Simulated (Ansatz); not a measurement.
```xyz
9

C    -0.3645    1.0776   -0.5882
O     0.3343   -0.1997   -0.3758
Al    0.2505   -1.3262    1.0837
H    -0.9643    1.2479    0.3022
H    -0.9958    0.9782   -1.4680
H     0.3826    1.8587   -0.7079
H     0.8939   -0.4234   -1.1329
H     1.1887   -2.5297    0.7752
H    -0.7254   -0.6835    2.1116
```

Geometry: PBE0-D4/def2-TZVP.

All numbers below come from RKS PBE0-D4/def2-TZVPP in Ansatz 0.2.0.

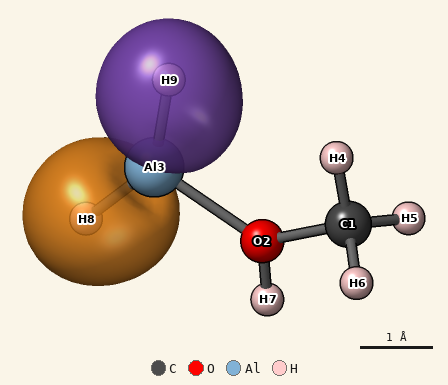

CH$_{6}$AlO (charge +1). The HOMO at ±0.15 Å⁻³ᐟ² (orange and purple are the two phases), seen at a tilt.

Question: What is the character of this orbital?

Answer: By Hirshfeld shares it lies mainly on Al3 (about 35 %), H8 (about 30 %) and H9 (about 30 %). Its energy is −14.15 eV.
